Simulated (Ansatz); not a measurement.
```xyz
9

B     0.4647   -1.3569   -1.2531
B     0.7670    0.2942   -0.9622
F     1.5971    1.0059   -1.7167
Al   -0.2382    1.2767    0.7001
O    -1.2668    0.3201    1.6309
Cl   -0.0310    3.3152    1.2343
H    -0.4540   -1.7127   -1.9430
H     1.1046   -2.2156   -0.7059
H    -1.8062    0.4940    2.3826
```

Method: Ansatz 0.2.0, UHF/def2-SVP.

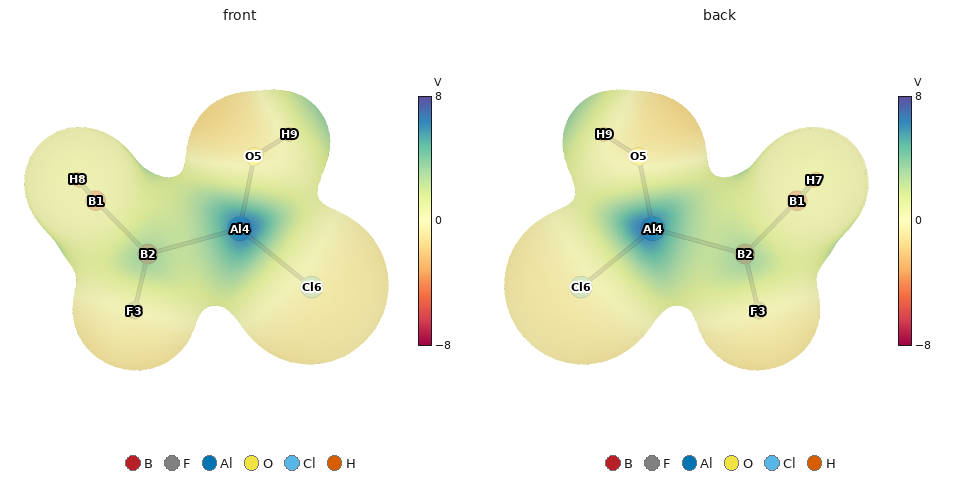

AlB₂ClFH₃O. The molecular electrostatic potential painted on the density surface at 0.004 e/bohr³, seen from the front and from behind; the colour scale runs from red (negative) to blue (positive).

**Which sites attract a positive test charge, and which a negative one?**

A positive charge is drawn to the negative regions and a negative charge to the positive ones. The most negative region (about −1.5 V) lies over O5, the most positive (about +6.4 V) over Al4. O5 is the likeliest acceptor of a hydrogen bond.
